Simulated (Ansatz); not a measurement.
**AlBrClF2H: density, localisation and related maps**

The calculation's input:

```
crystal:
  periodic: [false, false, false]
  atoms:
    - {symbol: Al, position_ang: [-0.750519, 0.079528, -0.355537]}
    - {symbol: Br, position_ang: [1.593473, -1.021670, 0.239382]}
    - {symbol: F, position_ang: [-0.523711, 0.186632, -1.977604]}
    - {symbol: F, position_ang: [-1.699506, -1.135014, 0.208668]}
    - {symbol: H, position_ang: [1.930266, 0.077614, 1.085075]}
    - {symbol: Cl, position_ang: [-0.550103, 1.812911, 0.800116]}
basis:
  gaussian: {orbitals: def2-TZVPP}
hamiltonian: {xc: pbe0, dispersion: d4}
output: {orbitals: {seedname: orbitals}}
```

Launched as:

```sh
ansatz run in.yaml --threads 4 --pin off --events-out ev --progress --plain --max-ram 9574MiB
```

The product side of a reaction path; geometry: PBE0-D4/def2-TZVP.

Theory: Ansatz, RKS PBE0-D4/def2-TZVPP.

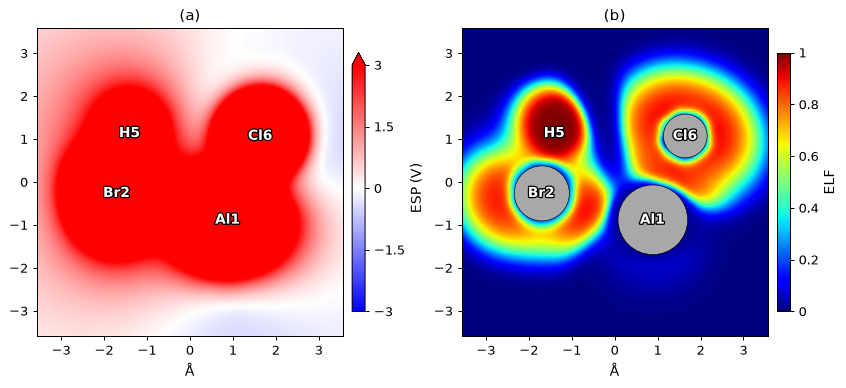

Figure 1. (a) electrostatic potential; (b) electron localisation function on the plane of atoms Al1, Br2 and H5. Grey discs cover the atomic cores in the ELF map.

Q: Interpret the plot.

A: The plane passes through Al, Br, H and Cl nuclei. Al–Cl (2.09 Å): the ELF peaks at about 0.85 in the valence shell of Cl, 0.9 Å from its nucleus, and is about 0.80 at the midpoint. Al–Br (2.66 Å): the ELF peaks at about 0.90 in the valence shell of Br, 1.1 Å from its nucleus, and is about 0.85 at the midpoint. Br–H (1.43 Å): the ELF climbs to about 1 towards the hydrogen, as it does in any bond to H. The ELF also peaks beside Br2 and Cl6, away from the bonds: lone-pair regions. Outside the dense part of the molecule the potential is most negative (−0.4 V) near F3, which lies off the plane.

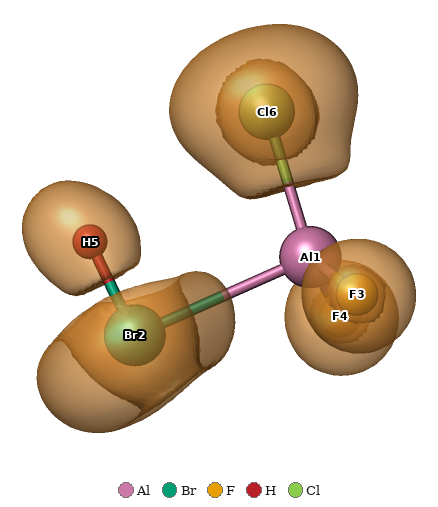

Figure 2. Isosurface of the electron localisation function at 0.75 (orange), seen across its widest extent. Only the valence region is drawn (cores and ρ < 0.01 e/Å³ removed).

Q: Identify the bonds, lone pairs and shells in this picture.

A: The surface consists of one region around a hydrogen nucleus, one region on Br in which the atom's valence shell and bonds are merged, one region on Cl in which the atom's valence shell and bonds are merged and two regions wrapped around F (the valence shell of each). Profiles from the grid: Al–F (1.64 Å): the ELF peaks at about 0.85 in the valence shell of F, 0.6 Å from its nucleus, and is about 0.25 at the midpoint.

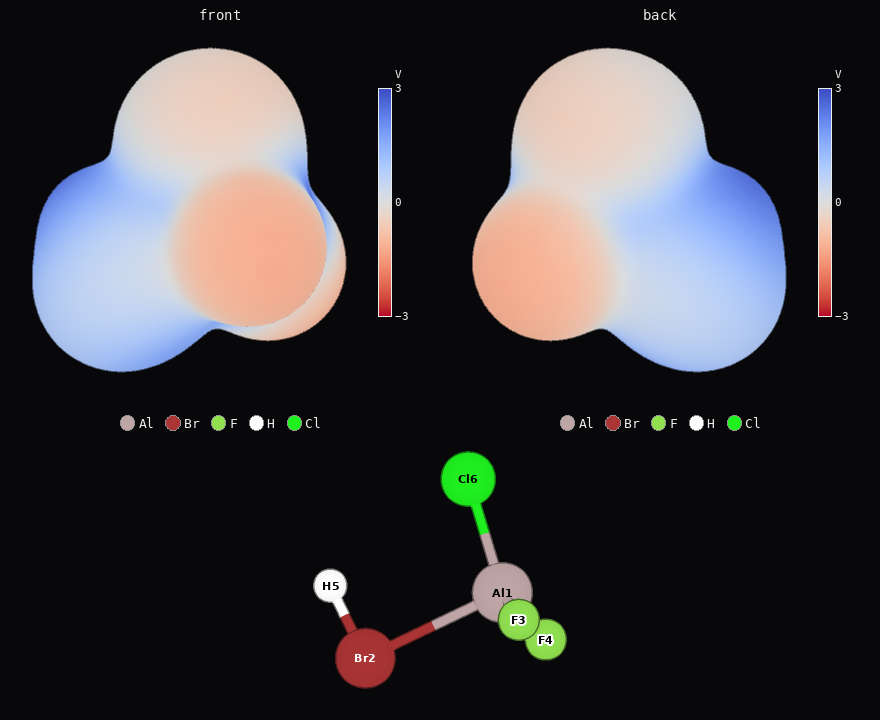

Figure 3. The molecular electrostatic potential painted on the density surface at 0.001 e/bohr³, seen from the front and from behind; the colour scale runs from red (negative) to blue (positive). The bare structure is drawn below in the same view.

Q: Describe the electrostatic potential map.

A: The most negative region (about −1.2 V) lies over F3 and F4, the most positive (about +2.4 V) over H5.
